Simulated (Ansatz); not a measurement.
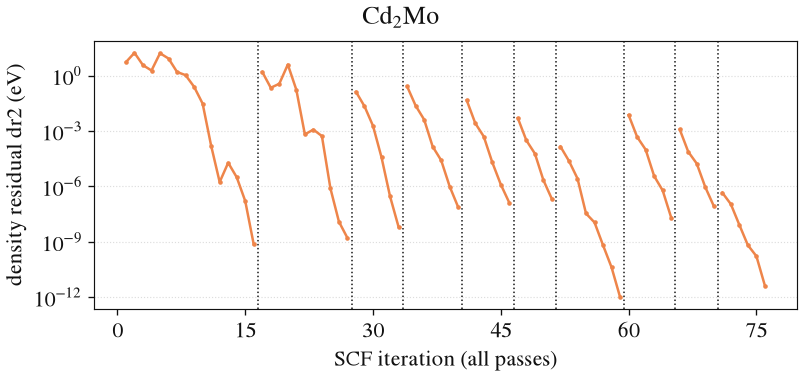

The plot shows the SCF iterations of a calculation: density residual dr2. Each stretch between dotted lines is the SCF of one geometry step of a relaxation. The starting density is a sum of atomic densities corrected by a trained network. Passes 7 and 10 re-solve the same geometry on a plane-wave basis chosen afresh for the new cell.

Cd$_{2}$Mo (3 atoms in the cell), run with Ansatz.

```
crystal:
  lattice:
    - [4.8924411218, 0.0, 0.0]
    - [-2.4462205609, 4.236978298, 0.0]
    - [0.0, 0.0, 2.7288294684]
  atoms:
    - { symbol: Cd, position: [0.3333333333, 0.6666666667, 0.5] }
    - { symbol: Cd, position: [0.6666666667, 0.3333333333, 0.5] }
    - { symbol: Mo, position: [0.0, 0.0, 0.0] }
basis:
  ecutwfc: 420
kpoints:
  mp_grid: { grid: [1, 1, 1] }
hamiltonian:
  xc: pbe
scf:
  occupations: { method: gaussian, width: 0.1 }
  max_iter: 50
output:
  forces: true
  eigenvalues: true
  stress: true
relax:
  adjacent_minimum: "off"
  f_tol: 0.01
  max_steps: 80
  cell: { stress_tol: 0.05 }
```

Command:
```bash
ansatz run input.yaml --threads 1 --pin off --max-ram 2560MiB --backend cpu --events-out ev --progress --plain --runs-dir out
```

Q: Was self-consistency reached?

A: Converged, in 76 iterations in all. There are 10 passes, of 16, 11, 6, 7, 6, 5, 8, 6, 5 and 6 iterations. In pass 1, the residual falls unevenly and jumps up by a factor of two or more 3 times on the way down. The relaxation met its thresholds.

Q: Is anything amiss with this input?

A: The input holds a fault (one k-point for a small cell). The SCF closed all the same, which doesn't make the results meaningful for the real system.
